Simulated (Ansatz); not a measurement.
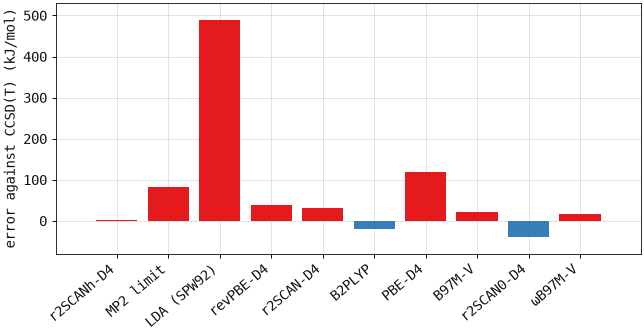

Error in the electronic atomisation energy (method less reference, so positive means overbinding) of C₂H₃ClO, SMILES CC(=O)Cl: functionals in def2-TZVPP against frozen-core CCSD(T) at the limit (MP2 extrapolated from triple and quadruple zeta, plus CCSD(T) less MP2 in a smaller set), which gives 2791.1 kJ/mol, at a PBE0-D4/def2-TZVP geometry (a minimum by its frequencies), no zero-point or spin-orbit term, the Ansatz code. The reference leaves out core correlation, a term that grows with the number of heavy atoms. B2PLYP holds a correlation term that converges slowly with the basis, so part of the distance to the limit is basis error. No dispersion term is added to B2PLYP. Limit means the basis limit.

Q: Which of these levels overbind, and which underbind?

A: Overbind: MP2 limit, LDA (SPW92), revPBE-D4, r2SCAN-D4, PBE-D4 and B97M-V. Underbind: r2SCAN0-D4. Within 20 kJ/mol of zero, too close to call in view of what the reference leaves out: r2SCANh-D4, B2PLYP and ωB97M-V.

Q: Give the values.

A:
```tsv
level	kJ/mol
r2SCANh-D4	3.3
MP2 limit	83.5
LDA (SPW92)	488.3
revPBE-D4	37.7
r2SCAN-D4	32.4
B2PLYP	−19.8
PBE-D4	119.3
B97M-V	21.6
r2SCAN0-D4	−38.5
ωB97M-V	16.8
```
